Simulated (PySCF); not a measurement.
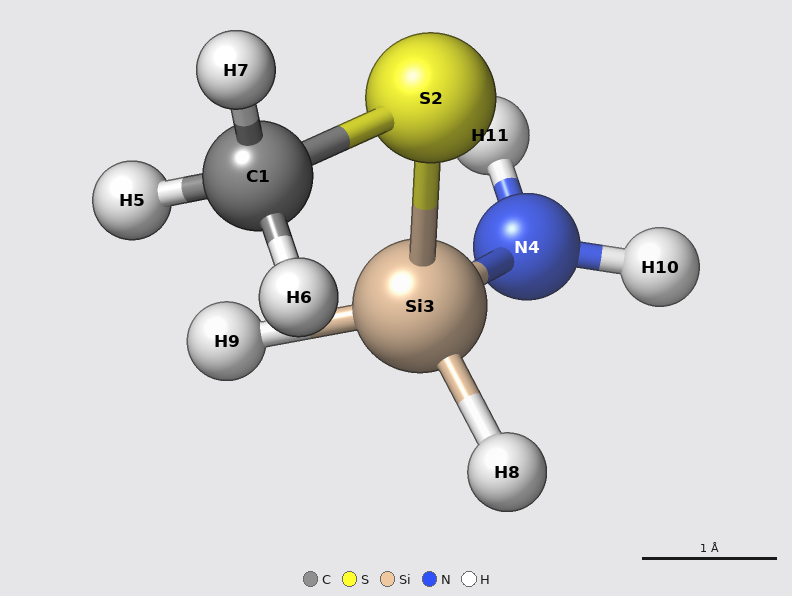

Numbered structure. Computed geometry: PBE0-D3(BJ)/def2-SVP optimisation. No frequency run is at hand to confirm it as a minimum.

Estimate the angles S2–C1–H5, S2–C1–H6, S2–C1–H7, C1–S2–Si3, S2–Si3–N4, S2–Si3–H8, S2–Si3–H9, N4–Si3–H8, N4–Si3–H9, Si3–N4–H10, Si3–N4–H11.

```json
{"angle": "S2–C1–H5", "degrees": "111.3"}
{"angle": "S2–C1–H6", "degrees": "111.6"}
{"angle": "S2–C1–H7", "degrees": "107.0"}
{"angle": "C1–S2–Si3", "degrees": "99.7"}
{"angle": "S2–Si3–N4", "degrees": "112.2"}
{"angle": "S2–Si3–H8", "degrees": "111.5"}
{"angle": "S2–Si3–H9", "degrees": "106.3"}
{"angle": "N4–Si3–H8", "degrees": "106.6"}
{"angle": "N4–Si3–H9", "degrees": "111.1"}
{"angle": "Si3–N4–H10", "degrees": "119.1"}
{"angle": "Si3–N4–H11", "degrees": "120.1"}
```
